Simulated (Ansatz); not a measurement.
# BH2F (SMILES BF) at BLYP/STO-3G

Aim: the electronic atomisation energy of BH2F at BLYP/STO-3G, from 4 runs. 

Program for the calculation: Ansatz 0.2.0.

39 further runs of the same task are left out: 39 set aside as unsound or not needed.

### 1 The structure to begin with

The species is BH2F (4 atoms), meant as a singlet with charge 0. As SMILES, `BF`. The shape is that of a PBE0-D4/def2-TZVP optimisation.

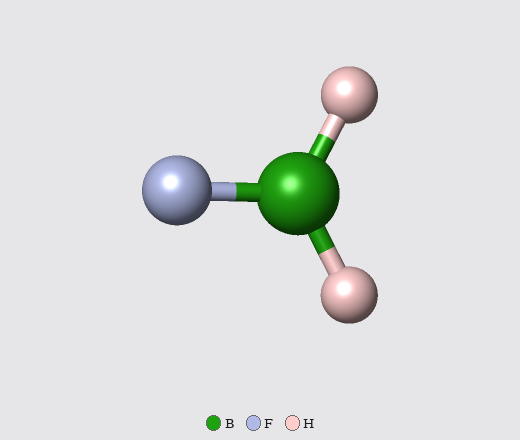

Viewed from a chosen angle; boron green, fluorine light blue, hydrogen pink.

### 2 The energy at BLYP/STO-3G

job.yaml reads:

```yaml
crystal:
  periodic: [false, false, false]
  atoms:
    - symbol: B
      position_ang: [-0.027300, -0.004000, -0.030800]
    - symbol: F
      position_ang: [1.061200, -0.296700, 0.649900]
    - symbol: H
      position_ang: [-1.012500, -0.649100, 0.186200]
    - symbol: H
      position_ang: [0.034200, 0.889600, -0.825600]
basis:
  gaussian:
    orbitals: STO-3G
hamiltonian:
  xc: {name: BLYP}
accuracy: high
```

Started as:

```bash
ansatz run job.yaml --threads 1 --pin off --max-ram 2610MiB --events-out events.jsonl --progress --plain --runs-dir runs
```

Output:

```text
Warning: RAYON_NUM_THREADS=1 ignored (pool sized by the plan → 1); use --threads N
Functional definition: BLYP
  name "BLYP"
  parameter beta = 0.0042
  parameter a = 0.04918
  parameter b = 0.132
  parameter c = 0.2533
  parameter d = 0.349
  exchange = b88_x(beta = beta)
  correlation = lyp_c(a = a, b = b, c = c, d = d)
186 factors; integrals over basis functions are off by at most 8.6e-9 eV
mean field evaluation 1: about -3377.0400 eV, gradient 9.5e0 eV
mean field evaluation 2: about -3377.1005 eV, gradient 8.3e0 eV
mean field evaluation 4: about -3377.3486 eV, gradient 2.4e-1 eV
mean field evaluation 8: about -3377.3004 eV, gradient 3.4e-4 eV
mean field -3377.30038013 eV, -124.1134997534 hartree, gradient 2.8e-8 eV, S^2 0.000000; 0 other end points of the search recorded, 0 dependent functions left out
reference -3377.30040788 eV, -124.1135007732 hartree; 8, 8 occupied and 4, 4 virtual orbitals, 186 factors
Total energy: -3377.30040788 eV, -124.1135007732 hartree
```

Run time: 0.54 s. Hardware: 1 thread of Arm Neoverse V1, shared host.

### 3 The B atom at the same level

input.yaml reads:

```yaml
crystal:
  periodic: [false, false, false]
  atoms:
    - {symbol: B, position_ang: [0.000000, 0.000000, 0.000000]}
basis:
  gaussian: {orbitals: STO-3G}
magnetization: {spin_polarized: true, initial_magnetization: 1}
hamiltonian: {xc: {name: BLYP}}
accuracy: high
```

Run the same way, it converges to -24.26591 Eh (log not shown).

### 4 The F atom, same level

job.yaml reads:

```yaml
crystal:
  periodic: [false, false, false]
  atoms:
    - symbol: F
      position_ang: [0.000000, 0.000000, 0.000000]
basis:
  gaussian: {orbitals: STO-3G}
magnetization: {spin_polarized: true, initial_magnetization: 1}
hamiltonian: {xc: {name: BLYP}}
accuracy: high
```

Run the same way, it converges to -98.23564 Eh (log not shown).

### 5 The H atom, same level

molecule.yaml reads:

```yaml
crystal:
  periodic: [false, false, false]
  atoms:
    - {symbol: H, position_ang: [0.000000, 0.000000, 0.000000]}
basis:
  gaussian:
    orbitals: STO-3G
magnetization:
  spin_polarized: true
  initial_magnetization: 1
hamiltonian:
  xc: {name: BLYP}
accuracy: high
```

Run the same way, it converges to -0.46274 Eh (log not shown).

### 6 Summary of results

Level: BLYP/STO-3G.

| quantity | value |
| --- | --- |
| molecule: total energy | -124.11350 Eh |
| B atom: total energy | -24.26591 Eh |
| B atom: ⟨S²⟩ | 0.750 |
| F atom: total energy | -98.23564 Eh |
| F atom: ⟨S²⟩ | 0.750 |
| H atom: total energy | -0.46274 Eh |
| H atom: ⟨S²⟩ | 0.750 |
| electronic atomisation energy | 18.680 eV |

In words: Taking the molecule apart into free atoms costs 18.68 eV (1802 kJ/mol), before zero-point energy and without spin-orbit coupling. In a minimal basis such a difference can be off by several eV, whatever the method.
